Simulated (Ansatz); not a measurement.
The end point of a relaxation of AgI. Space group P6₃mc (No. 186), wurtzite type. Computed with PBE (plane waves to 420 eV, PAW, scalar-relativistic; Ansatz, an electronic-structure program).

Space group P6₃mc (No. 186); a = b = 4.6846 Å, c = 7.6606 Å, α = β = 90.00°, γ = 120.00°

```csv
atom,site,symmetry,x,y,z
Ag,2b,3m.,0.6667,0.3333,0.0001
I,2b,3m.,0.3333,0.6667,0.1251
```

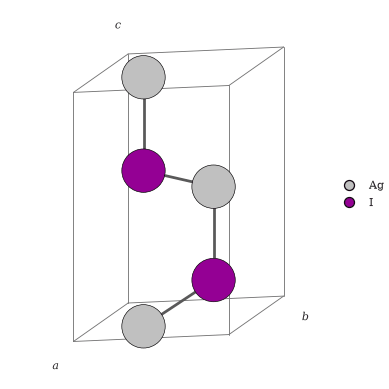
*The conventional cell of the relaxed structure*

```json
{
 "volume_per_atom": "36.40 Å³",
 "band_gap": "1.37 eV, direct at Γ (no spin-orbit coupling)",
 "shortest_distances": "Ag–I 2.87 Å",
 "k-mesh": "8×8×5"
}
```

Band energies at high-symmetry points (eV from the VBM; labels of this space group; no spin-orbit coupling), from −5 eV up to 5.9 eV:

```
point                                                                                                             energies
-----  -------------------------------------------------------------------------------------------------------------------
Γ                  -3.85 -3.85 -3.85 -3.76 -3.72 -3.72 -2.86 -2.86 -2.78 -2.78 -2.69 -0.63 -0.63 -0.06 0.00 0.00 1.37 2.67
M      -3.94 -3.83 -3.70 -3.53 -3.49 -3.42 -2.83 -2.79 -2.75 -2.74 -2.53 -2.40 -1.98 -1.59 -0.92 -0.64 3.31 3.65 4.91 5.80
K           -3.83 -3.63 -3.63 -3.47 -3.46 -3.46 -2.87 -2.87 -2.85 -2.85 -2.41 -2.41 -2.30 -1.36 -1.36 -1.17 4.38 4.38 4.58
A      -3.91 -3.91 -3.79 -3.79 -3.79 -3.79 -2.81 -2.81 -2.81 -2.81 -1.55 -1.55 -0.33 -0.33 -0.33 -0.33 2.63 2.63 5.65 5.65
L      -4.02 -4.02 -3.58 -3.58 -3.53 -3.53 -2.78 -2.78 -2.70 -2.70 -2.57 -2.57 -1.11 -1.11 -1.11 -1.11 3.30 3.30 4.95 4.95
H      -3.84 -3.84 -3.69 -3.69 -3.46 -3.46 -2.86 -2.86 -2.65 -2.65 -2.55 -2.55 -1.73 -1.73 -1.01 -1.01 3.91 3.91 5.77 5.77
```

No spin polarisation in the result. Spin-orbit coupling is missing; with elements this heavy it can move band edges by tenths of an eV or more.

The run could not lose the symmetry of its start; a randomly shaken copy of 4 atoms returns to this structure.
